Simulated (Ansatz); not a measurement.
CH4BFOSi

Input file:

```
crystal:
  periodic: [false, false, false]
  atoms:
    - { symbol: O, position_ang: [2.5597, 1.0298, -0.4227] }
    - { symbol: C, position_ang: [1.3495, 0.9699, -0.0663] }
    - { symbol: B, position_ang: [0.5205, -0.3378, -0.3615] }
    - { symbol: F, position_ang: [1.2549, -1.4268, -1.0501] }
    - { symbol: Si, position_ang: [-1.2872, -0.5081, 0.2221] }
    - { symbol: H, position_ang: [3.46221, 1.42126, -0.53375] }
    - { symbol: H, position_ang: [-1.7856, -1.8182, -0.1404] }
    - { symbol: H, position_ang: [-2.0581, 0.5695, -0.3997] }
    - { symbol: H, position_ang: [-1.3455, -0.3366, 1.7436] }
basis:
  gaussian: { orbitals: def2-SVP }
hamiltonian:
  xc: hf
relax:
  f_tol: 0.02
  max_steps: 50
output:
  orbitals: {}
```

Run with:

```sh
ansatz run input.yaml --threads 1 --pin off --max-ram 2048MiB --backend cpu --events-out ev --progress --plain --runs-dir out
```

The fields are those of the run's last geometry, not of the input's.

These are results of RHF/def2-SVP in Ansatz 0.2.0, not measurements.

### Predict the electron density and electron localisation function between the atoms.

C–O (1.28 Å): ρ is about 2.8 e/Å³ halfway; the ELF peaks at about 0.90 between the atoms: a polar covalent bond.
C–B (1.52 Å): ρ is about 1.6 e/Å³ halfway; the ELF peaks at about 1 between the atoms, as expected for localised, covalent bonding.
O–H (0.95 Å): ρ at the midpoint is about 4 e/Å³; the ELF climbs to about 1 towards the hydrogen, as it does in any bond to H; a covalent bond by its length.

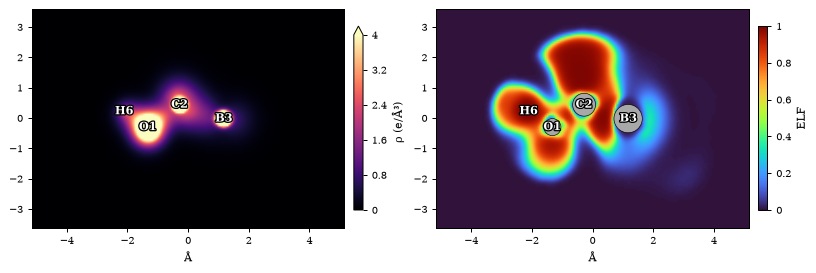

Computed electron density and electron localisation function on the plane of atoms O1, C2 and B3, in this order. Grey discs cover the atomic cores in the ELF map. 
